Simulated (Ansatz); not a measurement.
**CH5FGeO2: density, localisation and related maps**

```xyz
10

O     0.2939    1.7542    0.9051
Ge    0.7196   -0.5330    0.5390
O    -1.0875   -0.4733    1.1301
C     0.2143   -0.1936   -1.4222
F     0.3508   -1.4652   -2.0323
H    -0.5788    1.3461    1.1729
H     0.7033    2.0358    1.7490
H    -1.1645   -0.8904    2.0113
H    -0.8393    0.1473   -1.5289
H     0.8871    0.5283   -1.9368
```

Method: Ansatz 0.2.0, RKS BLYP/def2-SVP.

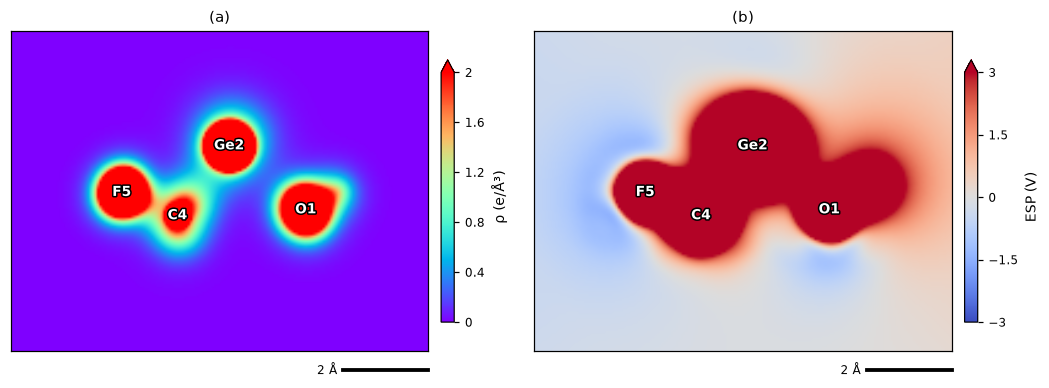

Figure 1. (a) electron density; (b) molecular electrostatic potential on the plane of atoms Ge2, C4 and F5.

Question: Read the bonding off the picture.

Answer: The plane passes through O, Ge, C and F nuclei.
C–F (1.42 Å): ρ at the midpoint is about 1.9 e/Å³, with its minimum of 1.5 e/Å³ about 0.5 Å from C.
C–Ge (2.05 Å): ρ is about 0.78 e/Å³ halfway.
Outside the dense part of the molecule the potential is most negative (−1.4 V) near F5.

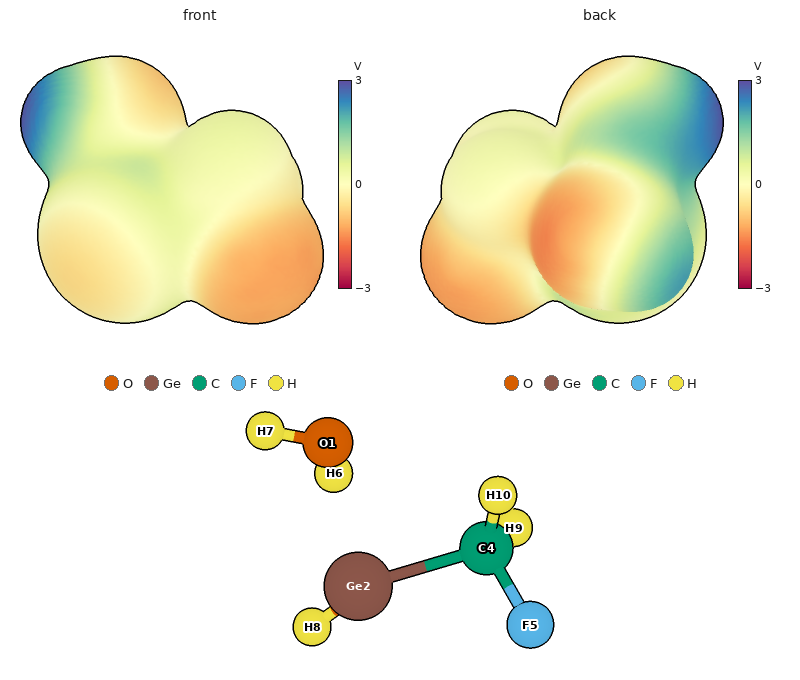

Figure 2. The electrostatic potential painted on the density surface at 0.002 e/bohr³, seen from the front and from behind; red is negative and blue positive. The bare structure is drawn below in the same view.

Question: Describe the electrostatic potential map.

Answer: The most negative region (about −1.5 V) lies over O3, the most positive (about +2.9 V) over H7. O3 is the likeliest acceptor of a hydrogen bond.

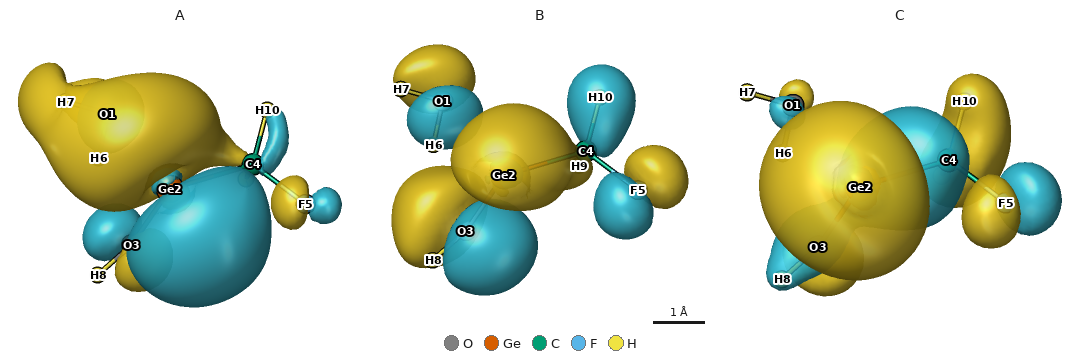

Figure 3. Three frontier orbitals at ±0.08 Å⁻³ᐟ² (yellow and cyan are the two phases), in no order.

Question: Order the three orbitals by energy and name them.

Answer: B is the HOMO−1 (−6.70 eV). Its weight (Hirshfeld) is mainly on O3 (about 45 %), Ge2 (about 15 %), O1 (about 15 %) and F5 (about 10 %); largely a combination of lone pairs on O3, O1 and F5. C is the HOMO (−4.87 eV). By Hirshfeld shares it lies mainly on Ge2 (about 50 %), C4 (about 25 %), F5 (about 10 %) and O3 (about 10 %). A is the LUMO (−1.64 eV). By Hirshfeld shares it lies mainly on Ge2 (about 65 %), O1 (about 10 %) and O3 (about 5 %).

Question: What is the HOMO–LUMO gap?

Answer: 3.23 eV between the orbital energies.
